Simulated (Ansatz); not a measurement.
## Electronic structure of BrH3NSi (SMILES [NH2+]=[SiH]Br) (charge +1) in real space

```xyz
6

Br    2.1249   -3.6526   -0.2678
N     0.9393   -0.7011   -1.0842
Si    0.7336   -2.3385   -1.1839
H     0.2907   -0.0369   -1.5129
H     1.7117   -0.2415   -0.5983
H    -0.4346   -2.8392   -1.9220
```

Geometry: r2SCAN-D4/def2-SVP.

Level of theory: Ansatz 0.2.0, isolated molecule in a Gaussian basis; Kohn-Sham density functional theory, functional PBE0.

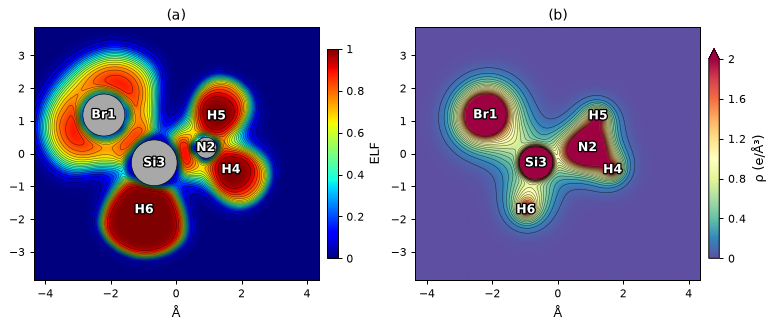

Figure 1. (a) electron localisation function; (b) electron density on the molecular plane. Grey discs cover the atomic cores in the ELF map.

**What do the fields say about this system?**

Atoms in the plane: Br, N, Si and H.
Si–N (1.65 Å): the density is about 1.3 e/Å³ at the midpoint; the ELF peaks at about 0.90 between the atoms (a polar covalent bond).
Si–Br (2.12 Å): ρ is about 0.92 e/Å³ halfway; the ELF peaks at about 0.85 between the atoms: a polar covalent bond.
N–H (1.02 Å): the density is about 2.9 e/Å³ at the midpoint; the ELF climbs to about 1 towards the hydrogen, as it does in any bond to H; a covalent bond by its length.
Si–H (1.47 Å): the density is about 0.89 e/Å³ at the midpoint; the ELF climbs to about 1 towards the hydrogen.
The ELF also peaks beside Br1, away from the bonds: lone-pair regions.

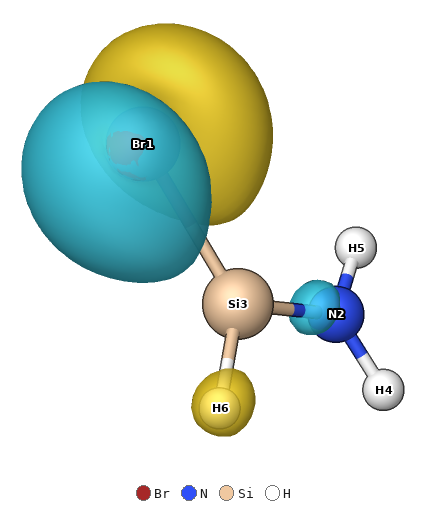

Figure 2. The HOMO−1 at ±0.15 Å⁻³ᐟ² (yellow and cyan are the two phases), seen at an oblique angle.

**Describe this orbital and give its energy.**

By Hirshfeld shares it lies mainly on Br1 (about 85 %); it is symmetric in the molecular plane (an in-plane orbital: σ, lone-pair or in-plane π type); largely a lone pair of Br1. Its energy is −14.66 eV.

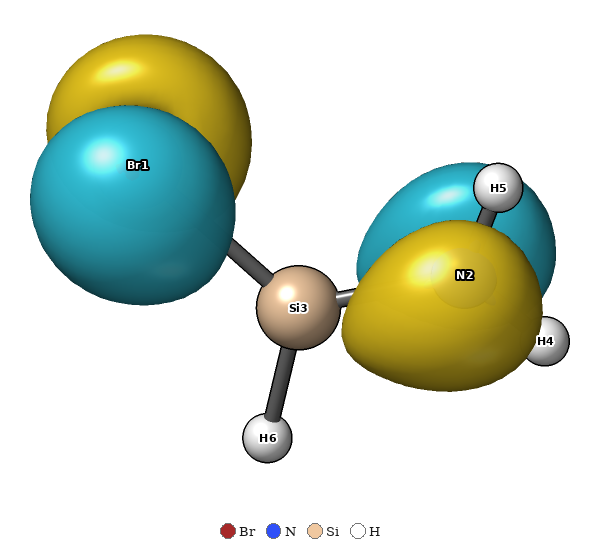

Figure 3. The HOMO at ±0.15 Å⁻³ᐟ² (yellow and cyan are the two phases), seen at a tilt.

**Describe this orbital and give its energy.**

By Hirshfeld shares it lies mainly on Br1 (about 45 %) and N2 (about 35 %); it changes sign across the molecular plane (π type). Its energy is −14.47 eV.
